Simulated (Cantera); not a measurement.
Charge: 1 mol C2H2, 2.7 mol H2, held at 101000 Pa.

Equilibrium computed with Cantera from the NASA thermochemical tables; the gas is ideal and each condensed phase is pure. Candidate condensed phases: C, C6H6, C7H8, C8H18; 86 gas species. Ions and electrons are included (thermal ionisation). Equilibrium is a limit: real reactors are often held back by kinetics, nucleation or transport.

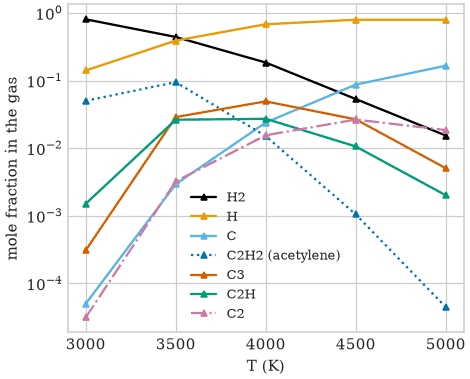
*Equilibrium gas composition (values under 1e-9 drawn at 1e-9)*

Task: Read off the mole fractions at 3000 K.

Result: H2 about 0.81, H about 0.14, C2H2 (acetylene) about 0.050, C2H about 0.0015, C3 about 0.00031, C about 5.0e-5, C2 about 3.1e-5.
